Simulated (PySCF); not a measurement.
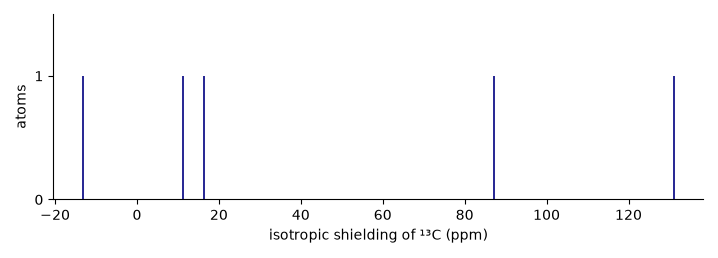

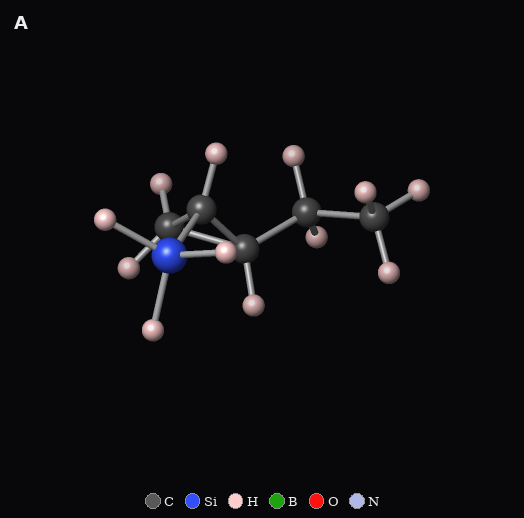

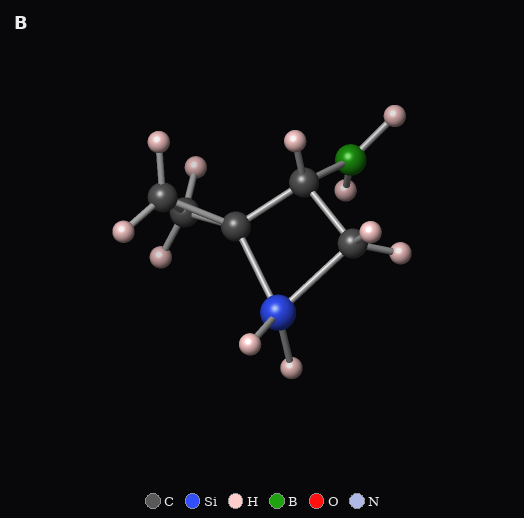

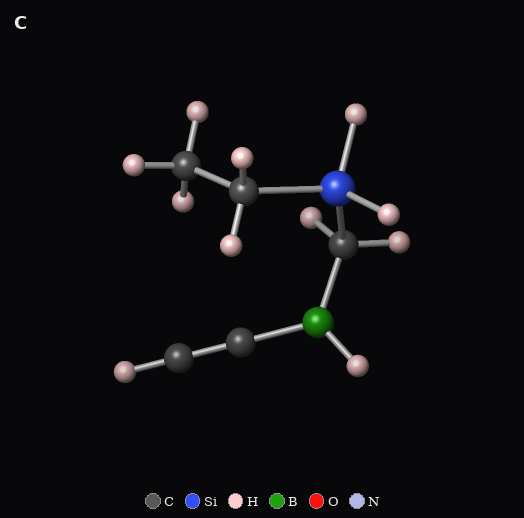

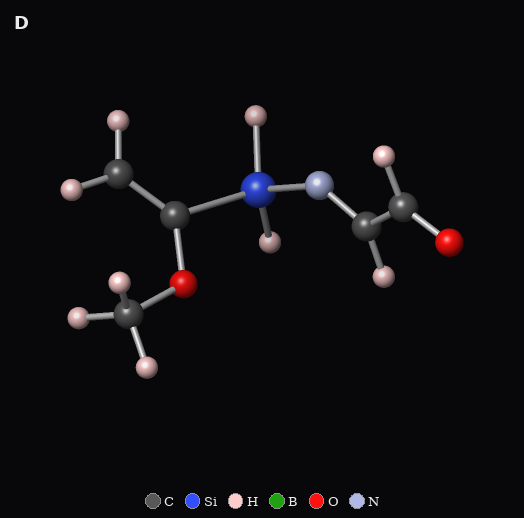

The sticks are computed shieldings of one of the molecules, for one fixed geometry (GFN2-xTB) without averaging over rotations. Low shielding means a high chemical shift. Method: GIAO PBE0/pcSseg-1 NMR shielding, non-relativistic, gas phase (PySCF 2.14.0).

Question: Which molecule gives this pattern?

Answer: D, `C=C(OC)[SiH2]/N=C/C=O`. Its 5 C atoms give lines at −13.2, 11.2, 16.4, 87.1, 131.1 ppm.

The geometry is semi-empirical. Around B, Si such bond lengths and angles can be off by a tenth of an ångström or more and by several degrees, and values that hang on the shape move with them.
